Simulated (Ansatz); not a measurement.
# CH2Al (quartet): PBE, r2SCAN over a scan of the distance Al1–C2, 6-31G

Aim: run CH2Al (quartet) with these functionals over a scan of the distance Al1–C2, and hold them against the top wave-function level at the same points.

The runs use Ansatz 0.2.0, Gaussian basis; 6-31G, all electrons in the functionals.

Plan: PBE, r2SCAN, at 1.504 Å; 1.702 Å; 1.925 Å; 2.110 Å; 2.374 Å; 2.632 Å; 3.033 Å; 3.571 Å; 4.150 Å; 5.120 Å; 6.639 Å.

18 further runs of the same task are left out: 15 that didn't finish, 3 set aside as unsound or not needed.

## (1) The geometry

The geometry derives from a PBE0/def2-TZVP stationary point (not a proven minimum). One bond is set to the value named and the two fragments are kept rigid.

4 atoms, charge 0, spin multiplicity 4.

Atoms are counted from 1 here; the program's logs count them from 0.

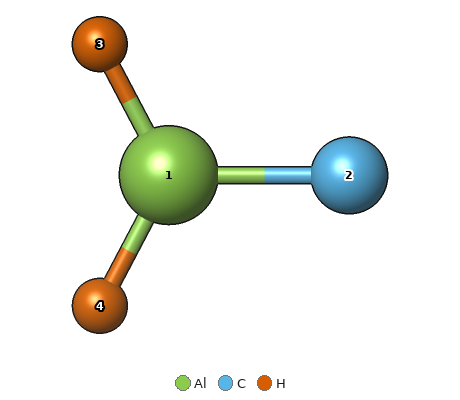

The structure; aluminium green, carbon blue, hydrogen orange; atoms are numbered from 1 in the order of the file.

No dispersion term is added.

The geometry shown and the zero of energy belong to the point 1.925 Å. The yardstick, FCI, and other wave-function levels (R restricted, U unrestricted, valence and pair active spaces) come from earlier runs.

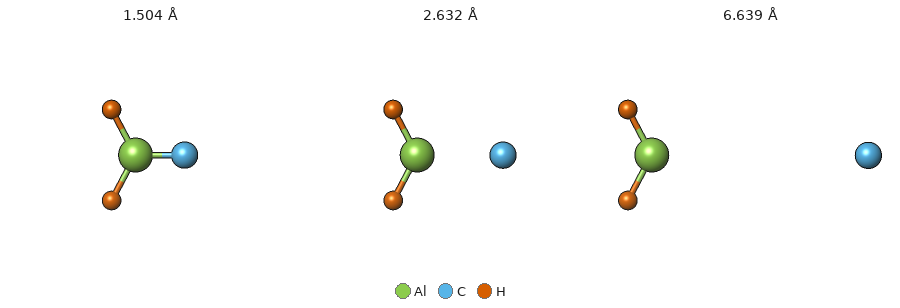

Three points of the scan; sticks are drawn by distance.

## (2) PBE, 1.504 Å

in.yaml reads:

```yaml
crystal:
  periodic: [false, false, false]
  atoms:
    - {symbol: Al, position_ang: [0.000000, 0.000000, 0.404370]}
    - {symbol: C, position_ang: [0.000000, 0.000000, -1.099630]}
    - {symbol: H, position_ang: [0.000000, 1.398998, 1.139345]}
    - {symbol: H, position_ang: [0.000000, -1.398998, 1.139345]}
basis:
  gaussian: {orbitals: 6-31G}
magnetization: {spin_polarized: true, initial_magnetization: 3}
hamiltonian: {xc: {name: PBE}}
output: {orbitals: {seedname: orbitals}}
```

On the command line:

```bash
ansatz run in.yaml --threads 1 --pin off --events-out ev --progress --plain --max-ram 2393MiB
```

The program printed:

```text
Functional definition: PBE
  name "PBE"
  cite "Perdew, Burke & Ernzerhof, Phys. Rev. Lett. 77, 3865 (1996) doi:10.1103/PhysRevLett.77.3865"
  parent pbe
  parameter kappa = 0.804
  parameter beta = 0.06672455060314922
  exchange = pbe_x(kappa = kappa, mu = beta*pi^2/3)
  correlation = pbe_c(beta = beta)
332 factors; integrals over basis functions are off by at most 1.5e-4 eV
mean field evaluation 1: about -7648.2687 eV, gradient 2.0e1 eV
mean field evaluation 2: about -7644.4581 eV, gradient 2.9e1 eV
mean field evaluation 4: about -7650.8965 eV, gradient 1.3e0 eV
mean field evaluation 8: about -7650.9089 eV, gradient 5.8e-3 eV
mean field -7650.90894540 eV, -281.1657177712 hartree, gradient 2.1e-5 eV, S^2 3.752955; 0 other end points of the search recorded, 0 dependent functions left out
reference -7650.90898800 eV, -281.1657193367 hartree; 12, 9 occupied and 14, 17 virtual orbitals, 332 factors
Total energy: -7650.90898800 eV, -281.1657193367 hartree
```

It took 1.1 s on 1 thread of Arm Neoverse N1, shared host.

From the report: ⟨S²⟩ of the determinant 3.753 (pure quartet: 3.75).

## (3) PBE, 1.702 Å

in.yaml reads:

```yaml
crystal:
  periodic: [false, false, false]
  atoms:
    - {symbol: Al, position_ang: [0.000000, 0.000000, 0.462362]}
    - {symbol: C, position_ang: [0.000000, 0.000000, -1.239638]}
    - {symbol: H, position_ang: [0.000000, 1.398998, 1.197336]}
    - {symbol: H, position_ang: [0.000000, -1.398998, 1.197336]}
basis:
  gaussian: {orbitals: 6-31G}
magnetization: {spin_polarized: true, initial_magnetization: 3}
hamiltonian: {xc: {name: PBE}}
output: {orbitals: {seedname: orbitals}}
```

Same command.

The program printed:

```text
Functional definition: PBE
  name "PBE"
  cite "Perdew, Burke & Ernzerhof, Phys. Rev. Lett. 77, 3865 (1996) doi:10.1103/PhysRevLett.77.3865"
  parent pbe
  parameter kappa = 0.804
  parameter beta = 0.06672455060314922
  exchange = pbe_x(kappa = kappa, mu = beta*pi^2/3)
  correlation = pbe_c(beta = beta)
329 factors; integrals over basis functions are off by at most 1.5e-4 eV
mean field evaluation 1: about -7651.6713 eV, gradient 1.5e1 eV
mean field evaluation 2: about -7649.8625 eV, gradient 2.1e1 eV
mean field evaluation 4: about -7653.2283 eV, gradient 8.1e-1 eV
mean field evaluation 8: about -7653.2306 eV, gradient 3.2e-3 eV
mean field -7653.23062060 eV, -281.2510377610 hartree, gradient 7.8e-5 eV, S^2 3.752193; 0 other end points of the search recorded, 0 dependent functions left out
reference -7653.23066433 eV, -281.2510393682 hartree; 12, 9 occupied and 14, 17 virtual orbitals, 329 factors
Total energy: -7653.23066433 eV, -281.2510393682 hartree
```

Run time: 1 s. Hardware: 1 thread of Arm Neoverse N1, shared host.

From the report: ⟨S²⟩ of the determinant 3.752 (pure quartet: 3.75).

## (4) PBE, 1.925 Å

in.yaml reads:

```yaml
crystal:
  periodic: [false, false, false]
  atoms:
    - {symbol: Al, position_ang: [0.000000, 0.000000, 0.527635]}
    - {symbol: C, position_ang: [0.000000, 0.000000, -1.397228]}
    - {symbol: H, position_ang: [0.000000, 1.398998, 1.262610]}
    - {symbol: H, position_ang: [0.000000, -1.398998, 1.262610]}
basis:
  gaussian: {orbitals: 6-31G}
magnetization: {spin_polarized: true, initial_magnetization: 3}
hamiltonian: {xc: {name: PBE}}
output: {orbitals: {seedname: orbitals}}
```

Launched as before.

The program printed:

```text
Functional definition: PBE
  name "PBE"
  cite "Perdew, Burke & Ernzerhof, Phys. Rev. Lett. 77, 3865 (1996) doi:10.1103/PhysRevLett.77.3865"
  parent pbe
  parameter kappa = 0.804
  parameter beta = 0.06672455060314922
  exchange = pbe_x(kappa = kappa, mu = beta*pi^2/3)
  correlation = pbe_c(beta = beta)
329 factors; integrals over basis functions are off by at most 1.5e-4 eV
mean field evaluation 1: about -7652.6293 eV, gradient 1.3e1 eV
mean field evaluation 2: about -7650.3812 eV, gradient 2.1e1 eV
mean field evaluation 4: about -7653.9512 eV, gradient 7.1e-1 eV
mean field evaluation 8: about -7653.9523 eV, gradient 3.3e-3 eV
mean field -7653.95231949 eV, -281.2775597061 hartree, gradient 1.2e-5 eV, S^2 3.751655; 0 other end points of the search recorded, 0 dependent functions left out
reference -7653.95236474 eV, -281.2775613688 hartree; 12, 9 occupied and 14, 17 virtual orbitals, 329 factors
Total energy: -7653.95236474 eV, -281.2775613688 hartree
```

Wall time 1 s (1 thread of Arm Neoverse N1, shared host).

From the report: ⟨S²⟩ of the determinant 3.752 (pure quartet: 3.75).

## (5) PBE, 2.110 Å

in.yaml reads:

```yaml
crystal:
  periodic: [false, false, false]
  atoms:
    - {symbol: Al, position_ang: [0.000000, 0.000000, 0.581859]}
    - {symbol: C, position_ang: [0.000000, 0.000000, -1.528141]}
    - {symbol: H, position_ang: [0.000000, 1.398998, 1.316834]}
    - {symbol: H, position_ang: [0.000000, -1.398998, 1.316834]}
basis:
  gaussian: {orbitals: 6-31G}
magnetization: {spin_polarized: true, initial_magnetization: 3}
hamiltonian: {xc: {name: PBE}}
output: {orbitals: {seedname: orbitals}}
```

Launched as before.

The program printed:

```text
Functional definition: PBE
  name "PBE"
  cite "Perdew, Burke & Ernzerhof, Phys. Rev. Lett. 77, 3865 (1996) doi:10.1103/PhysRevLett.77.3865"
  parent pbe
  parameter kappa = 0.804
  parameter beta = 0.06672455060314922
  exchange = pbe_x(kappa = kappa, mu = beta*pi^2/3)
  correlation = pbe_c(beta = beta)
329 factors; integrals over basis functions are off by at most 1.5e-4 eV
mean field evaluation 1: about -7652.4945 eV, gradient 1.3e1 eV
mean field evaluation 2: about -7648.3668 eV, gradient 2.5e1 eV
mean field evaluation 4: about -7653.8733 eV, gradient 8.3e-1 eV
mean field evaluation 8: about -7653.8767 eV, gradient 4.5e-3 eV
mean field -7653.87673622 eV, -281.2747820720 hartree, gradient 2.9e-5 eV, S^2 3.751325; 0 other end points of the search recorded, 0 dependent functions left out
reference -7653.87678224 eV, -281.2747837632 hartree; 12, 9 occupied and 14, 17 virtual orbitals, 329 factors
Total energy: -7653.87678224 eV, -281.2747837632 hartree
```

Run time: 1 s. Hardware: 1 thread of Arm Neoverse N1, shared host.

From the report: ⟨S²⟩ of the determinant 3.751 (pure quartet: 3.75).

From 1.925 Å: +1.7 kcal/mol.

## (6) PBE, 2.374 Å

in.yaml reads:

```yaml
crystal:
  periodic: [false, false, false]
  atoms:
    - {symbol: Al, position_ang: [0.000000, 0.000000, 0.659181]}
    - {symbol: C, position_ang: [0.000000, 0.000000, -1.714819]}
    - {symbol: H, position_ang: [0.000000, 1.398998, 1.394156]}
    - {symbol: H, position_ang: [0.000000, -1.398998, 1.394156]}
basis:
  gaussian: {orbitals: 6-31G}
magnetization: {spin_polarized: true, initial_magnetization: 3}
hamiltonian: {xc: {name: PBE}}
output: {orbitals: {seedname: orbitals}}
```

The command is unchanged.

The program printed:

```text
Functional definition: PBE
  name "PBE"
  cite "Perdew, Burke & Ernzerhof, Phys. Rev. Lett. 77, 3865 (1996) doi:10.1103/PhysRevLett.77.3865"
  parent pbe
  parameter kappa = 0.804
  parameter beta = 0.06672455060314922
  exchange = pbe_x(kappa = kappa, mu = beta*pi^2/3)
  correlation = pbe_c(beta = beta)
329 factors; integrals over basis functions are off by at most 1.5e-4 eV
mean field evaluation 1: about -7651.7323 eV, gradient 1.4e1 eV
mean field evaluation 2: about -7642.2446 eV, gradient 3.3e1 eV
mean field evaluation 4: about -7653.3709 eV, gradient 1.2e0 eV
mean field evaluation 8: about -7653.3822 eV, gradient 1.2e-2 eV
mean field -7653.38224326 eV, -281.2566097911 hartree, gradient 1.6e-5 eV, S^2 3.751019; 0 other end points of the search recorded, 0 dependent functions left out
reference -7653.38229003 eV, -281.2566115097 hartree; 12, 9 occupied and 14, 17 virtual orbitals, 329 factors
Total energy: -7653.38229003 eV, -281.2566115097 hartree
```

Run time: 1 s. Hardware: 1 thread of Arm Neoverse N1, shared host.

From the report: ⟨S²⟩ of the determinant 3.751 (pure quartet: 3.75).

From 1.925 Å: +13.1 kcal/mol.

## (7) PBE, 2.632 Å

in.yaml reads:

```yaml
crystal:
  periodic: [false, false, false]
  atoms:
    - {symbol: Al, position_ang: [0.000000, 0.000000, 0.734746]}
    - {symbol: C, position_ang: [0.000000, 0.000000, -1.897254]}
    - {symbol: H, position_ang: [0.000000, 1.398998, 1.469720]}
    - {symbol: H, position_ang: [0.000000, -1.398998, 1.469720]}
basis:
  gaussian: {orbitals: 6-31G}
magnetization: {spin_polarized: true, initial_magnetization: 3}
hamiltonian: {xc: {name: PBE}}
output: {orbitals: {seedname: orbitals}}
```

Launched as before.

The program printed:

```text
Functional definition: PBE
  name "PBE"
  cite "Perdew, Burke & Ernzerhof, Phys. Rev. Lett. 77, 3865 (1996) doi:10.1103/PhysRevLett.77.3865"
  parent pbe
  parameter kappa = 0.804
  parameter beta = 0.06672455060314922
  exchange = pbe_x(kappa = kappa, mu = beta*pi^2/3)
  correlation = pbe_c(beta = beta)
329 factors; integrals over basis functions are off by at most 1.5e-4 eV
mean field evaluation 1: about -7650.7761 eV, gradient 1.5e1 eV
mean field evaluation 2: about -7634.3345 eV, gradient 3.9e1 eV
mean field evaluation 4: about -7652.7285 eV, gradient 2.9e0 eV
mean field evaluation 8: about -7652.8097 eV, gradient 3.0e-2 eV
mean field evaluation 16: about -7648.9918 eV, gradient 1.2e1 eV
mean field evaluation 32: about -7652.8096 eV, gradient 5.9e-2 eV
mean field -7652.80972561 eV, -281.2355701553 hartree, gradient 1.2e-5 eV, S^2 3.751020; 4 other end points of the search recorded, 0 dependent functions left out
reference -7652.80977331 eV, -281.2355719083 hartree; 12, 9 occupied and 14, 17 virtual orbitals, 329 factors
Total energy: -7652.80977331 eV, -281.2355719083 hartree
```

Run time: 2.4 s. Hardware: 1 thread of Arm Neoverse N1, shared host.

From the report: ⟨S²⟩ of the determinant 3.751 (pure quartet: 3.75).

From 1.925 Å: +26.3 kcal/mol.

## (8) PBE, 3.033 Å

in.yaml reads:

```yaml
crystal:
  periodic: [false, false, false]
  atoms:
    - {symbol: Al, position_ang: [0.000000, 0.000000, 0.852193]}
    - {symbol: C, position_ang: [0.000000, 0.000000, -2.180807]}
    - {symbol: H, position_ang: [0.000000, 1.398998, 1.587168]}
    - {symbol: H, position_ang: [0.000000, -1.398998, 1.587168]}
basis:
  gaussian: {orbitals: 6-31G}
magnetization: {spin_polarized: true, initial_magnetization: 3}
hamiltonian: {xc: {name: PBE}}
output: {orbitals: {seedname: orbitals}}
```

Launched as before.

The program printed:

```text
Functional definition: PBE
  name "PBE"
  cite "Perdew, Burke & Ernzerhof, Phys. Rev. Lett. 77, 3865 (1996) doi:10.1103/PhysRevLett.77.3865"
  parent pbe
  parameter kappa = 0.804
  parameter beta = 0.06672455060314922
  exchange = pbe_x(kappa = kappa, mu = beta*pi^2/3)
  correlation = pbe_c(beta = beta)
329 factors; integrals over basis functions are off by at most 1.5e-4 eV
mean field evaluation 1: about -7649.2551 eV, gradient 1.7e1 eV
mean field evaluation 2: about -7615.8270 eV, gradient 5.2e1 eV
mean field evaluation 4: about -7650.8357 eV, gradient 1.0e1 eV
mean field evaluation 8: about -7652.0570 eV, gradient 7.1e-2 eV
mean field evaluation 16: about -7647.2222 eV, gradient 1.4e1 eV
mean field evaluation 32: about -7652.0366 eV, gradient 4.0e-1 eV
mean field evaluation 64: about -7650.2108 eV, gradient 1.1e1 eV
mean field -7652.05704445 eV, -281.2079096331 hartree, gradient 1.9e-5 eV, S^2 3.751389; 7 other end points of the search recorded, 0 dependent functions left out
reference -7652.05709250 eV, -281.2079113988 hartree; 12, 9 occupied and 14, 17 virtual orbitals, 329 factors
Total energy: -7652.05709250 eV, -281.2079113988 hartree
```

Run time: 3.5 s. Hardware: 1 thread of Arm Neoverse N1, shared host.

From the report: ⟨S²⟩ of the determinant 3.751 (pure quartet: 3.75).

From 1.925 Å: +43.7 kcal/mol.

## (9) PBE, 3.571 Å

in.yaml reads:

```yaml
crystal:
  periodic: [false, false, false]
  atoms:
    - {symbol: Al, position_ang: [0.000000, 0.000000, 1.009766]}
    - {symbol: C, position_ang: [0.000000, 0.000000, -2.561234]}
    - {symbol: H, position_ang: [0.000000, 1.398998, 1.744740]}
    - {symbol: H, position_ang: [0.000000, -1.398998, 1.744740]}
basis:
  gaussian: {orbitals: 6-31G}
magnetization: {spin_polarized: true, initial_magnetization: 3}
hamiltonian: {xc: {name: PBE}}
output: {orbitals: {seedname: orbitals}}
```

Same command.

The program printed:

```text
Functional definition: PBE
  name "PBE"
  cite "Perdew, Burke & Ernzerhof, Phys. Rev. Lett. 77, 3865 (1996) doi:10.1103/PhysRevLett.77.3865"
  parent pbe
  parameter kappa = 0.804
  parameter beta = 0.06672455060314922
  exchange = pbe_x(kappa = kappa, mu = beta*pi^2/3)
  correlation = pbe_c(beta = beta)
329 factors; integrals over basis functions are off by at most 1.6e-4 eV
mean field evaluation 1: about -7647.2124 eV, gradient 1.9e1 eV
mean field evaluation 2: about -7569.0755 eV, gradient 4.3e1 eV
mean field evaluation 4: about -7650.0998 eV, gradient 8.4e0 eV
mean field evaluation 8: about -7651.4197 eV, gradient 3.0e-1 eV
mean field evaluation 16: about -7651.4210 eV, gradient 6.7e-5 eV
mean field evaluation 32: about -7649.6831 eV, gradient 1.2e-1 eV
mean field evaluation 64: about -7651.3650 eV, gradient 1.0e0 eV
mean field -7651.42096371 eV, -281.1845340971 hartree, gradient 6.4e-6 eV, S^2 3.751654; 12 other end points of the search recorded, 0 dependent functions left out
reference -7651.42101051 eV, -281.1845358168 hartree; 12, 9 occupied and 14, 17 virtual orbitals, 329 factors
Total energy: -7651.42101051 eV, -281.1845358168 hartree
```

Wall time 4.3 s (1 thread of Arm Neoverse N1, shared host).

From the report: ⟨S²⟩ of the determinant 3.752 (pure quartet: 3.75).

From 1.925 Å: +58.4 kcal/mol.

## (10) PBE, 4.150 Å

in.yaml reads:

```yaml
crystal:
  periodic: [false, false, false]
  atoms:
    - {symbol: Al, position_ang: [0.000000, 0.000000, 1.179347]}
    - {symbol: C, position_ang: [0.000000, 0.000000, -2.970653]}
    - {symbol: H, position_ang: [0.000000, 1.398998, 1.914321]}
    - {symbol: H, position_ang: [0.000000, -1.398998, 1.914321]}
basis:
  gaussian: {orbitals: 6-31G}
magnetization: {spin_polarized: true, initial_magnetization: 3}
hamiltonian: {xc: {name: PBE}}
output: {orbitals: {seedname: orbitals}}
```

The command is unchanged.

The program printed (excerpt; [...] marks lines left out):

```text
Functional definition: PBE
  name "PBE"
  cite "Perdew, Burke & Ernzerhof, Phys. Rev. Lett. 77, 3865 (1996) doi:10.1103/PhysRevLett.77.3865"
  parent pbe
[...]
329 factors; integrals over basis functions are off by at most 1.5e-4 eV
[...]
mean field -7651.09458673 eV, -281.1725399643 hartree, gradient 7.9e-7 eV, S^2 3.751564; 12 other end points of the search recorded, 0 dependent functions left out
reference -7651.09463691 eV, -281.1725418082 hartree; 12, 9 occupied and 14, 17 virtual orbitals, 329 factors
Total energy: -7651.09463691 eV, -281.1725418082 hartree
```

Wall time 5.5 s (1 thread of Arm Neoverse N1, shared host).

From the report: ⟨S²⟩ of the determinant 3.752 (pure quartet: 3.75).

From 1.925 Å: +65.9 kcal/mol.

## (11) PBE, 5.120 Å

in.yaml reads:

```yaml
crystal:
  periodic: [false, false, false]
  atoms:
    - {symbol: Al, position_ang: [0.000000, 0.000000, 1.463446]}
    - {symbol: C, position_ang: [0.000000, 0.000000, -3.656554]}
    - {symbol: H, position_ang: [0.000000, 1.398998, 2.198420]}
    - {symbol: H, position_ang: [0.000000, -1.398998, 2.198420]}
basis:
  gaussian: {orbitals: 6-31G}
magnetization: {spin_polarized: true, initial_magnetization: 3}
hamiltonian: {xc: {name: PBE}}
output: {orbitals: {seedname: orbitals}}
```

Launched as before.

The program printed (excerpt; [...] marks lines left out):

```text
Functional definition: PBE
  name "PBE"
  cite "Perdew, Burke & Ernzerhof, Phys. Rev. Lett. 77, 3865 (1996) doi:10.1103/PhysRevLett.77.3865"
  parent pbe
[...]
329 factors; integrals over basis functions are off by at most 2.2e-4 eV
[...]
mean field -7650.89605059 eV, -281.1652438956 hartree, gradient 4.3e-6 eV, S^2 3.751324; 12 other end points of the search recorded, 0 dependent functions left out
reference -7650.89610079 eV, -281.1652457403 hartree; 12, 9 occupied and 14, 17 virtual orbitals, 329 factors
Total energy: -7650.89610079 eV, -281.1652457403 hartree
```

Wall time 7 s (1 thread of Arm Neoverse N1, shared host).

From the report: ⟨S²⟩ of the determinant 3.751 (pure quartet: 3.75).

From 1.925 Å: +70.5 kcal/mol.

## (12) PBE, 6.639 Å

in.yaml reads:

```yaml
crystal:
  periodic: [false, false, false]
  atoms:
    - {symbol: Al, position_ang: [0.000000, 0.000000, 1.908340]}
    - {symbol: C, position_ang: [0.000000, 0.000000, -4.730660]}
    - {symbol: H, position_ang: [0.000000, 1.398998, 2.643314]}
    - {symbol: H, position_ang: [0.000000, -1.398998, 2.643314]}
basis:
  gaussian: {orbitals: 6-31G}
magnetization: {spin_polarized: true, initial_magnetization: 3}
hamiltonian: {xc: {name: PBE}}
output: {orbitals: {seedname: orbitals}}
```

Same command.

The program printed (excerpt; [...] marks lines left out):

```text
Functional definition: PBE
  name "PBE"
  cite "Perdew, Burke & Ernzerhof, Phys. Rev. Lett. 77, 3865 (1996) doi:10.1103/PhysRevLett.77.3865"
  parent pbe
[...]
329 factors; integrals over basis functions are off by at most 1.5e-4 eV
[...]
mean field -7650.82356027 eV, -281.1625799256 hartree, gradient 9.4e-6 eV, S^2 3.751176; 9 other end points of the search recorded, 0 dependent functions left out
reference -7650.82361277 eV, -281.1625818549 hartree; 12, 9 occupied and 14, 17 virtual orbitals, 329 factors
Total energy: -7650.82361277 eV, -281.1625818549 hartree
```

It took 6 s on 1 thread of Arm Neoverse N1, shared host.

From the report: ⟨S²⟩ of the determinant 3.751 (pure quartet: 3.75).

From 1.925 Å: +72.2 kcal/mol.

## (13) r2SCAN, 1.504 Å

in.yaml reads:

```yaml
crystal:
  periodic: [false, false, false]
  atoms:
    - {symbol: Al, position_ang: [0.000000, 0.000000, 0.404370]}
    - {symbol: C, position_ang: [0.000000, 0.000000, -1.099630]}
    - {symbol: H, position_ang: [0.000000, 1.398998, 1.139345]}
    - {symbol: H, position_ang: [0.000000, -1.398998, 1.139345]}
basis:
  gaussian: {orbitals: 6-31G}
magnetization: {spin_polarized: true, initial_magnetization: 3}
hamiltonian: {xc: {name: r2SCAN}}
output: {forces: true}
```

The command is unchanged.

The program printed (excerpt; [...] marks lines left out):

```text
Functional definition: r2SCAN
  name "r2SCAN"
  cite "Furness, Kaplan, Ning, Perdew & Sun, J. Phys. Chem. Lett. 11, 8208 (2020) doi:10.1021/acs.jpclett.0c02405"
  cite "Furness, Kaplan, Ning, Perdew & Sun, J. Phys. Chem. Lett. 11, 9248 (2020) doi:10.1021/acs.jpclett.0c03077"
  parent r2scan
[...]
332 factors; integrals over basis functions are off by at most 1.5e-4 eV
[...]
mean field -7655.14445985 eV, -281.3213700562 hartree, gradient 1.3e-5 eV, S^2 3.755649; 0 other end points of the search recorded, 0 dependent functions left out
[...]
reference -7655.14447560 eV, -281.3213706351 hartree; 12, 9 occupied and 14, 17 virtual orbitals, 332 factors
Total energy: -7655.14447560 eV, -281.3213706351 hartree
Atom 0 at     0.000000     0.000000     0.404370 Å, force    -0.000000    -0.000000    17.729967 eV/Å
Atom 1 at     0.000000     0.000000    -1.099630 Å, force     0.000000    -0.000000   -18.501911 eV/Å
Atom 2 at     0.000000     1.398998     1.139345 Å, force     0.000000     0.288297     0.385972 eV/Å
Atom 3 at     0.000000    -1.398998     1.139345 Å, force     0.000000    -0.288297     0.385972 eV/Å
Dipole moment:    -0.000000     0.000000    -0.013908 e Å
```

It took 3 s on 1 thread of Arm Neoverse N1, shared host.

From the report: ⟨S²⟩ of the determinant 3.756 (pure quartet: 3.75).

[end of part 1 of 2]
